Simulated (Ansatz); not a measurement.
Molecular dynamics of C2H6FNS (part 2 of 2)

C2H6FNS; RKS BLYP/def2-SVP (Ansatz 0.2.0). The geometry comes from this level: PBE0-D4/def2-TZVP.

Geometry of the input (Å):
```
C  -0.9451  -0.4367  0.5925
C  0.1774  0.1746  -0.2096
N  1.3718  0.2418  0.5302
F  -0.2653  1.4491  -0.6104
S  0.5790  -0.7624  -1.7237
H  -1.1332  0.1735  1.4808
H  -0.6800  -1.4481  0.8958
H  -1.8567  -0.4680  -0.0028
H  2.1017  0.7274  0.0267
H  1.2294  0.6624  1.4386
H  -0.5136  -0.3706  -2.3974
```

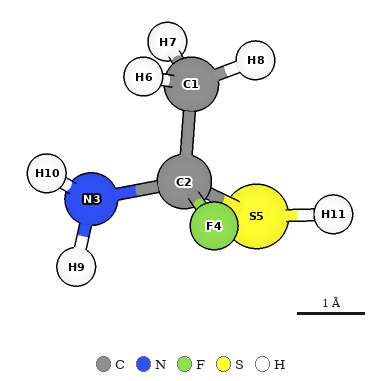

*The geometry at step 13 of the log (ball-and-stick view, seen at a tilt; atoms are numbered from 1 in the order of the input).*

## Trajectory as extended XYZ, continued
```
11
Properties=species:S:1:pos:R:3:forces:R:3 step=6 time_fs=6.0 energy=-17203.30093 temperature=386.0
C    -0.9449   -0.3879    0.5922   -0.5102  -0.8130   1.1709
C     0.1588    0.1648   -0.2238    1.4580   1.2920   0.5328
N     1.3952    0.2320    0.5761   -1.0163  -0.0410  -0.5949
F    -0.3002    1.4602   -0.5884    0.2355   0.4392  -0.5175
S     0.5943   -0.7866   -1.7566   -1.4157   0.5051  -0.8660
H    -1.0572    0.2382    1.5350   -0.1555  -0.1952  -0.7694
H    -0.4673   -1.3398    0.9560   -1.3152  -0.1660  -0.2271
H    -1.9316   -0.3935    0.0101    1.0286  -0.5059   0.7916
H     2.1085    0.7658    0.0370   -0.3262  -0.0496   0.7793
H     1.1585    0.5889    1.5376    0.6310   0.0529  -1.0359
H    -0.5943   -0.3546   -2.4688    1.3861  -0.5185   0.7362
11
Properties=species:S:1:pos:R:3:forces:R:3 step=7 time_fs=7.0 energy=-17203.35598 temperature=429.2
C    -0.9439   -0.3809    0.5985   -0.7795  -1.2107  -0.2141
C     0.1592    0.1662   -0.2247    1.4400   1.2571   0.5216
N     1.3971    0.2296    0.5820   -1.1559  -0.1193  -0.6948
F    -0.3059    1.4630   -0.5856    0.3254   0.3805  -0.5341
S     0.5952   -0.7902   -1.7633   -0.8263   0.3762  -0.3751
H    -1.0448    0.2271    1.4990   -0.3154   0.5844   0.3538
H    -0.4715   -1.3179    0.9573   -1.1254  -0.6167  -0.0679
H    -1.9460   -0.3962    0.0178    1.3226  -0.4682   0.9030
H     2.1054    0.7748    0.0587   -0.1832   0.0174   0.6069
H     1.1627    0.5840    1.5395    0.5363   0.0889  -0.8672
H    -0.5563   -0.3710   -2.4527    0.7614  -0.2897   0.3679
11
Properties=species:S:1:pos:R:3:forces:R:3 step=8 time_fs=8.0 energy=-17203.35332 temperature=427.4
C    -0.9436   -0.3749    0.6047   -0.7789  -1.6520  -1.5694
C     0.1608    0.1686   -0.2252    1.3655   1.1470   0.5202
N     1.3983    0.2271    0.5874   -1.2572  -0.3189  -0.9687
F    -0.3115    1.4660   -0.5830    0.4098   0.3222  -0.5412
S     0.5959   -0.7937   -1.7701    0.1225   0.1151   0.3242
H    -1.0354    0.2216    1.4664   -0.4592   1.4342   1.5814
H    -0.4864   -1.3018    0.9579   -0.8627  -1.0555   0.1194
H    -1.9478   -0.4035    0.0340    1.2916  -0.4005   0.8125
H     2.1005    0.7839    0.0863    0.0543   0.1407   0.3291
H     1.1721    0.5799    1.5332    0.3345   0.1962  -0.3984
H    -0.5111   -0.3902   -2.4332   -0.2203   0.0715  -0.2092
11
Properties=species:S:1:pos:R:3:forces:R:3 step=9 time_fs=9.0 energy=-17203.31170 temperature=396.3
C    -0.9438   -0.3703    0.6097   -0.4983  -1.7959  -2.1157
C     0.1635    0.1720   -0.2253    1.2402   0.9812   0.5303
N     1.3986    0.2243    0.5921   -1.2593  -0.5450  -1.3697
F    -0.3168    1.4692   -0.5807    0.4884   0.2625  -0.5398
S     0.5967   -0.7971   -1.7768    1.3197  -0.2407   1.1633
H    -1.0304    0.2298    1.4489   -0.5105   1.8467   2.1971
H    -0.5096   -1.2958    0.9597   -0.6099  -1.3139   0.2806
H    -1.9371   -0.4145    0.0581    0.9193  -0.3123   0.5184
H     2.0962    0.7944    0.1170    0.2914   0.2574   0.0228
H     1.1846    0.5777    1.5230    0.0632   0.3363   0.2414
H    -0.4680   -0.4087   -2.4157   -1.4443   0.5236  -0.9288
11
Properties=species:S:1:pos:R:3:forces:R:3 step=10 time_fs=10.0 energy=-17203.31296 temperature=398.3
C    -0.9445   -0.3671    0.6129    0.0885  -1.4051  -1.3281
C     0.1671    0.1761   -0.2249    1.0622   0.7811   0.5488
N     1.3980    0.2212    0.5959   -1.1138  -0.6336  -1.7188
F    -0.3219    1.4725   -0.5786    0.5618   0.2014  -0.5312
S     0.5978   -0.8006   -1.7832    2.2947  -0.5219   1.8587
H    -1.0303    0.2556    1.4524   -0.4357   1.4375   1.7275
H    -0.5387   -1.3025    0.9642   -0.4338  -1.2436   0.3594
H    -1.9177   -0.4286    0.0871    0.2033  -0.2171   0.0331
H     2.0946    0.8074    0.1479    0.4118   0.2824  -0.2230
H     1.1977    0.5787    1.5152   -0.2017   0.4254   0.7842
H    -0.4387   -0.4222   -2.4070   -2.4373   0.8937  -1.5106
11
Properties=species:S:1:pos:R:3:forces:R:3 step=11 time_fs=11.0 energy=-17203.37844 temperature=451.0
C    -0.9451   -0.3650    0.6151    0.9062  -0.7761   0.2899
C     0.1716    0.1808   -0.2241    0.8275   0.5648   0.5698
N     1.3967    0.2177    0.5985   -0.8226  -0.4273  -1.7609
F    -0.3267    1.4759   -0.5769    0.6305   0.1392  -0.5151
S     0.5996   -0.8043   -1.7890    2.4113  -0.4979   2.0267
H    -1.0343    0.2953    1.4725   -0.2939   0.4821   0.6099
H    -0.5719   -1.3210    0.9722   -0.3348  -0.8279   0.3326
H    -1.8963   -0.4447    0.1164   -0.7265  -0.1264  -0.5518
H     2.0970    0.8231    0.1767    0.3441   0.1595  -0.3552
H     1.2089    0.5838    1.5148   -0.3787   0.3622   0.9276
H    -0.4327   -0.4271   -2.4129   -2.5630   0.9478  -1.5735
11
Properties=species:S:1:pos:R:3:forces:R:3 step=12 time_fs=12.0 energy=-17203.44543 temperature=505.0
C    -0.9450   -0.3635    0.6175    1.5706  -0.3407   1.7778
C     0.1768    0.1860   -0.2229    0.5424   0.3444   0.5810
N     1.3948    0.2138    0.5999   -0.4379   0.0818  -1.3966
F    -0.3311    1.4794   -0.5754    0.6959   0.0756  -0.4904
S     0.6022   -0.8082   -1.7942    1.5748  -0.1329   1.6082
H    -1.0412    0.3395    1.4984   -0.1597  -0.4706  -0.4389
H    -0.6083   -1.3474    0.9833   -0.2547  -0.2111   0.2286
H    -1.8819   -0.4621    0.1404   -1.4777  -0.0297  -1.0173
H     2.1027    0.8403    0.2021    0.1181  -0.0889  -0.3873
H     1.2165    0.5923    1.5234   -0.4423   0.1216   0.5926
H    -0.4513   -0.4230   -2.4337   -1.7293   0.6505  -1.0576
11
Properties=species:S:1:pos:R:3:forces:R:3 step=13 time_fs=13.0 energy=-17203.44715 temperature=506.7
C    -0.9436   -0.3623    0.6214    1.5557  -0.2323   2.5433
C     0.1825    0.1915   -0.2212    0.2277   0.1244   0.5674
N     1.3926    0.2100    0.6004   -0.0368   0.7217  -0.7917
F    -0.3352    1.4829   -0.5741    0.7593   0.0095  -0.4560
S     0.6052   -0.8120   -1.7989    0.3577   0.3668   0.9492
H    -1.0496    0.3793    1.5201   -0.0597  -1.1424  -1.1100
H    -0.6471   -1.3759    0.9966   -0.1393   0.4054   0.1019
H    -1.8816   -0.4797    0.1547   -1.5655   0.1148  -1.1261
H     2.1095    0.8566    0.2238   -0.1572  -0.3729  -0.3748
H     1.2199    0.6020    1.5376   -0.4298  -0.2062   0.0036
H    -0.4864   -0.4126   -2.4647   -0.5123   0.2111  -0.3067
11
Properties=species:S:1:pos:R:3:forces:R:3 step=14 time_fs=14.0 energy=-17203.37698 temperature=449.0
C    -0.9409   -0.3613    0.6272    0.7692  -0.3601   2.5390
C     0.1883    0.1971   -0.2190   -0.0927  -0.0994   0.5206
N     1.3904    0.2067    0.6003    0.2989   1.2774  -0.1986
F    -0.3390    1.4865   -0.5731    0.8209  -0.0594  -0.4121
S     0.6084   -0.8158   -1.8033   -0.6919   0.8035   0.3851
H    -1.0585    0.4081    1.5312    0.0085  -1.5050  -1.4084
H    -0.6873   -1.4005    1.0109    0.0247   0.8766  -0.0033
H    -1.8964   -0.4963    0.1583   -0.9194   0.3261  -0.8617
H     2.1149    0.8694    0.2419   -0.3663  -0.5941  -0.3688
H     1.2191    0.6098    1.5518   -0.3891  -0.4967  -0.5371
H    -0.5265   -0.4002   -2.4987    0.5372  -0.1689   0.3454
11
Properties=species:S:1:pos:R:3:forces:R:3 step=16 time_fs=16.0 energy=-17203.20069 temperature=303.0
C    -0.9347   -0.3604    0.6447   -1.2836  -0.7703   1.2100
C     0.1994    0.2078   -0.2134   -0.6907  -0.5892   0.3454
N     1.3867    0.2030    0.5999    0.5457   1.6670   0.3943
F    -0.3451    1.4934   -0.5716    0.9328  -0.2011  -0.3017
S     0.6138   -0.8225   -1.8120   -1.7797   1.3052  -0.1378
H    -1.0758    0.4217    1.5130    0.0432  -1.4007  -1.1030
H    -0.7650   -1.4221    1.0388    0.4253   1.1565  -0.0689
H    -1.9431   -0.5178    0.1446    0.8439   0.7221  -0.0584
H     2.1143    0.8770    0.2672   -0.3412  -0.6282  -0.4546
H     1.2068    0.6093    1.5619   -0.3127  -0.7025  -0.8557
H    -0.5844   -0.3827   -2.5524    1.6170  -0.5589   1.0303
11
Properties=species:S:1:pos:R:3:forces:R:3 step=17 time_fs=17.0 energy=-17203.18304 temperature=286.4
C    -0.9327   -0.3607    0.6552   -1.8396  -0.9638   0.1426
C     0.2043    0.2126   -0.2102   -0.9472  -0.8537   0.2419
N     1.3854    0.2029    0.6001    0.4370   1.4590   0.3097
F    -0.3475    1.4967   -0.5712    0.9774  -0.2716  -0.2407
S     0.6158   -0.8253   -1.8163   -1.9233   1.4060  -0.1587
H    -1.0839    0.4074    1.4866   -0.0181  -0.8852  -0.4894
H    -0.7988   -1.4163    1.0518    0.6184   0.9351  -0.0124
H    -1.9582   -0.5190    0.1352    1.3365   0.8008   0.1900
H     2.1087    0.8715    0.2737   -0.1006  -0.4302  -0.5352
H     1.1960    0.5992    1.5548   -0.2914  -0.5912  -0.5711
H    -0.5920   -0.3813   -2.5657    1.7506  -0.6051   1.1232
11
Properties=species:S:1:pos:R:3:forces:R:3 step=18 time_fs=18.0 energy=-17203.19957 temperature=298.0
C    -0.9323   -0.3619    0.6659   -1.9656  -1.1941  -1.1689
C     0.2084    0.2166   -0.2068   -1.1615  -1.1100   0.1476
N     1.3844    0.2037    0.6005    0.2415   1.0596  -0.0164
F    -0.3494    1.4999   -0.5708    1.0103  -0.3424  -0.1816
S     0.6172   -0.8277   -1.8207   -1.8577   1.4240  -0.0541
H    -1.0921    0.3847    1.4556   -0.1527  -0.0236   0.4394
H    -0.8266   -1.4016    1.0646    0.7833   0.4869   0.1061
H    -1.9606   -0.5126    0.1275    1.4974   0.7859   0.2969
H     2.1021    0.8619    0.2750    0.2163  -0.1518  -0.6048
H     1.1824    0.5833    1.5421   -0.2819  -0.3626  -0.0477
H    -0.5828   -0.3857   -2.5682    1.6705  -0.5718   1.0835
11
Properties=species:S:1:pos:R:3:forces:R:3 step=19 time_fs=19.0 energy=-17203.21282 temperature=310.2
C    -0.9334   -0.3640    0.6755   -1.7067  -1.3662  -2.4921
C     0.2115    0.2198   -0.2033   -1.3231  -1.3300   0.0755
N     1.3836    0.2053    0.6008    0.0609   0.6261  -0.4829
F    -0.3508    1.5029   -0.5705    1.0289  -0.4147  -0.1300
S     0.6180   -0.8296   -1.8251   -1.5633   1.3482   0.1891
H    -1.1017    0.3618    1.4288   -0.3307   0.9968   1.4703
H    -0.8470   -1.3823    1.0785    0.9039  -0.1142   0.2676
H    -1.9486   -0.4986    0.1227    1.3500   0.6849   0.2620
H     2.0976    0.8508    0.2705    0.4875   0.1026  -0.6134
H     1.1661    0.5640    1.5290   -0.2644  -0.0827   0.5559
H    -0.5576   -0.3956   -2.5603    1.3569  -0.4508   0.8978
11
Properties=species:S:1:pos:R:3:forces:R:3 step=20 time_fs=20.0 energy=-17203.23868 temperature=333.9
C    -0.9358   -0.3672    0.6832   -1.1808  -1.1442  -3.2189
C     0.2136    0.2219   -0.1997   -1.4221  -1.4852   0.0339
N     1.3828    0.2073    0.6009   -0.0245   0.3598  -0.8744
F    -0.3517    1.5057   -0.5704    1.0318  -0.4895  -0.0910
S     0.6184   -0.8311   -1.8295   -0.9759   1.1520   0.6117
H    -1.1146    0.3484    1.4160   -0.4313   1.6455   2.0698
H    -0.8587   -1.3640    1.0949    0.9632  -0.6951   0.4159
H    -1.9237   -0.4781    0.1204    0.8982   0.5083   0.0735
H     2.0977    0.8407    0.2602    0.5831   0.2235  -0.5109
H     1.1473    0.5439    1.5212   -0.1879   0.1428   0.9659
H    -0.5195   -0.4098   -2.5439    0.7461  -0.2179   0.5245
```
